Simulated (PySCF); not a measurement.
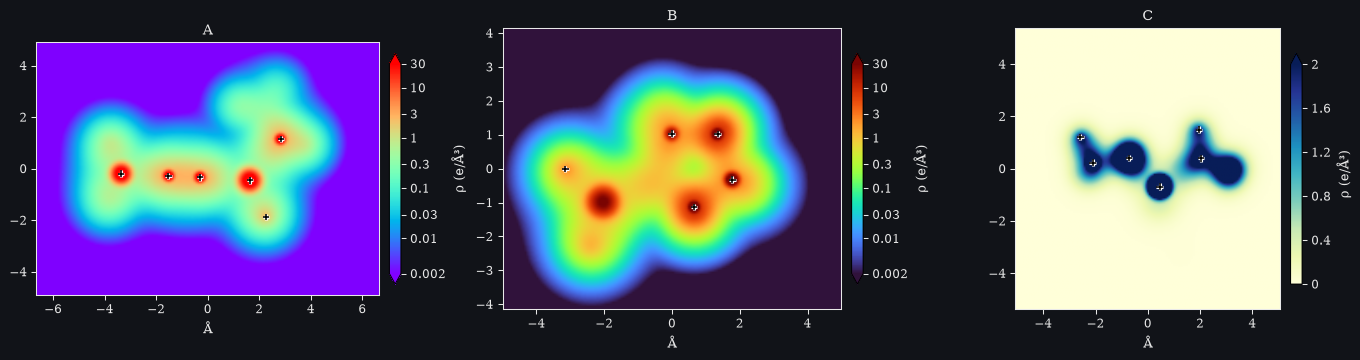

The electron density of 3 systems, each on a plane through atoms (crosses mark nuclei in the plane).

Theory: PySCF 2.14.0, wB97X-D/def2-SVPD, SCF density, gas phase.

System 1: C3H8O3Si, the plane of atoms C1, O2 and Si3. Geometry: GFN2-xTB.

```yaml
atoms:
  - { symbol: C, position_ang: [1.6634, -1.5909, 1.2551] }
  - { symbol: O, position_ang: [1.2243, -0.2790, 1.0374] }
  - { symbol: Si, position_ang: [0.4436, 0.3370, -0.2275] }
  - { symbol: C, position_ang: [0.1648, 2.1553, 0.3020] }
  - { symbol: O, position_ang: [-0.5926, 2.8811, -0.2962] }
  - { symbol: O, position_ang: [-0.9766, -0.4281, -0.3872] }
  - { symbol: C, position_ang: [-2.0767, -0.0859, -1.1900] }
  - { symbol: H, position_ang: [2.1083, -1.6341, 2.2493] }
  - { symbol: H, position_ang: [2.4110, -1.8686, 0.5099] }
  - { symbol: H, position_ang: [0.8301, -2.2919, 1.1964] }
  - { symbol: H, position_ang: [1.2048, 0.2759, -1.4776] }
  - { symbol: H, position_ang: [0.6918, 2.5498, 1.1953] }
  - { symbol: H, position_ang: [-2.9386, -0.6476, -0.8288] }
  - { symbol: H, position_ang: [-2.2825, 0.9834, -1.1288] }
  - { symbol: H, position_ang: [-1.8794, -0.3486, -2.2312] }
```

System 2: C3H7FGeO2, the plane of atoms O3, C4 and O5. Geometry: GFN2-xTB.

```xyz
14

F     0.1439    1.3007    1.3632
C    -0.4908    1.1260    0.1285
O    -1.7830    0.7182    0.3180
C    -1.8514   -0.6753    0.0481
O    -0.5572   -1.1333   -0.1574
C     0.2037   -0.0150   -0.5917
Ge    2.0312   -0.3210    0.1010
H    -0.4468    2.1053   -0.3566
H    -2.4799   -0.8107   -0.8507
H    -2.2930   -1.2065    0.8978
H     0.0988    0.1219   -1.6756
H     2.6833   -1.3535   -0.7591
H     2.8143    0.9475    0.0152
H     1.9263   -0.8048    1.4971
```

System 3: C5H11AlSi (SMILES C[CH2][AlH][C]#C[SiH2]C), the plane of atoms C4, Al3 and H13. Geometry: GFN2-xTB.

| atom | x (Å) | y (Å) | z (Å) |
| --- | --- | --- | --- |
| C | -3.2765 | 0.2852 | 0.2315 |
| C | -3.0138 | -1.2336 | 0.2216 |
| Al | -1.4075 | -1.6332 | -0.9097 |
| C | 0.1446 | -0.4617 | -1.0125 |
| C | 1.1446 | 0.2399 | -1.0523 |
| Si | 2.6763 | 1.2849 | -1.0971 |
| C | 3.8982 | 0.5730 | 0.1705 |
| H | -4.0606 | 0.5535 | 0.9401 |
| H | -2.3712 | 0.8288 | 0.5051 |
| H | -3.5790 | 0.6292 | -0.7576 |
| H | -3.9223 | -1.7537 | -0.1185 |
| H | -2.8780 | -1.5597 | 1.2652 |
| H | -1.3800 | -2.9191 | -1.7721 |
| H | 3.2444 | 1.2320 | -2.4511 |
| H | 2.3156 | 2.6643 | -0.7393 |
| H | 4.1622 | -0.4533 | -0.0705 |
| H | 4.8167 | 1.1530 | 0.1976 |
| H | 3.4774 | 0.5768 | 1.1726 |

**Match each panel to its system.**

Panel A is system 3, C5H11AlSi: the plane holds C, Al, Si and H. C–C (1.22 Å): the density is about 2.7 e/Å³ at the midpoint. Panel B is system 2, C3H7FGeO2: the plane holds C, O and H. C–O (1.37 Å): ρ is about 2.3 e/Å³ halfway, with its minimum of 2 e/Å³ about 0.5 Å from C. Panel C is system 1, C3H8O3Si: the plane holds C, O, Si and H. Si–O (1.61 Å): ρ is about 1.2 e/Å³ halfway.
